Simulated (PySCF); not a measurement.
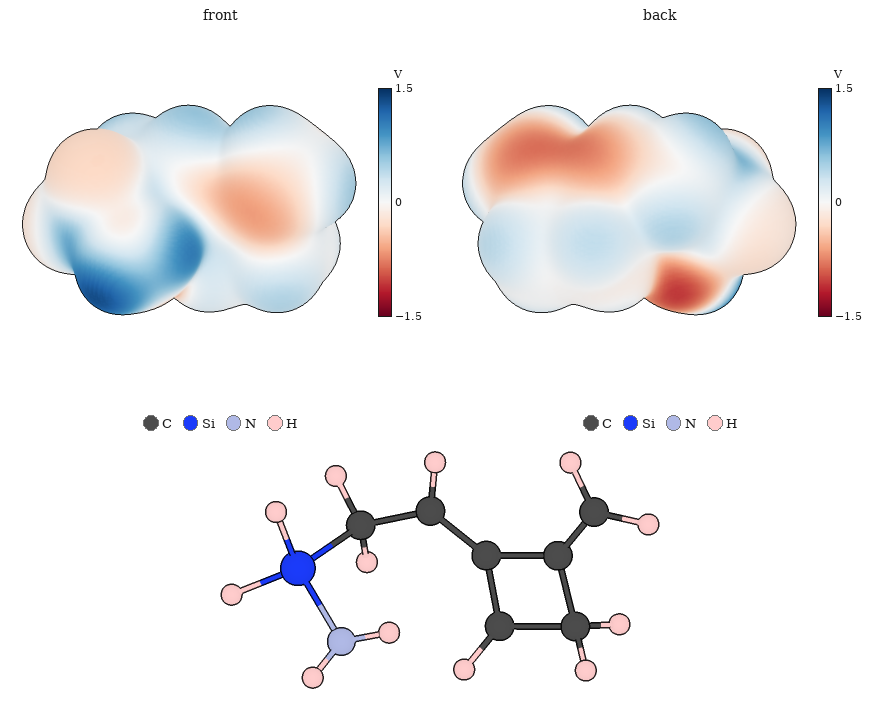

Figure. C$_{7}$H$_{13}$NSi (SMILES C=C1CC/C1=C\C[SiH2]N). The molecular electrostatic potential painted on the density surface at 0.001 e/bohr³, seen from the front and from behind; red is negative and blue positive. The bare structure is drawn below in the same view.

Geometry: PBE0-D3(BJ)/def2-SVP.

Computed with PySCF 2.14.0, PBE0/pcSseg-1, SCF density, gas phase, non-relativistic.

Input file:

```
{"job": {"kind": "nmr", "xc": "PBE0", "basis": "pcSseg-1"}, "charge": 0, "multiplicity": 1}
C     -2.327950     0.642560     1.788235
C     -1.847935     0.309172     0.586224
C     -2.336328     0.524170    -0.838131
C     -1.069051    -0.218045    -1.346589
C     -0.647743    -0.397387     0.100969
C      0.410721    -0.977025     0.689087
C      1.553967    -1.581104    -0.051567
Si     2.934937    -0.299227    -0.236857
N      2.232448     1.122454    -0.940128
H     -3.270583     1.186769     1.891175
H     -1.794087     0.380189     2.705568
H     -3.290425     0.028528    -1.073862
H     -2.411643     1.579573    -1.143238
H     -0.373934     0.385757    -1.949273
H     -1.267209    -1.157728    -1.887780
H      0.468763    -0.958246     1.784186
H      1.251807    -1.895868    -1.063682
H      1.962422    -2.460528     0.473269
H      3.563949    -0.110922     1.116643
H      4.009073    -0.773295    -1.163611
H      2.845271     1.842879    -1.306101
H      1.446856     1.540566    -0.450522
```

Launched as:

```sh
OMP_NUM_THREADS=1 python probes_run.py task.json out
```

### Describe the electrostatic potential map.

The most negative region (about −1.0 V, or −23 kcal/mol for a unit charge) lies over N9, the most positive (about +1.3 V, or +30 kcal/mol for a unit charge) over H21. N9 is the likeliest acceptor of a hydrogen bond.
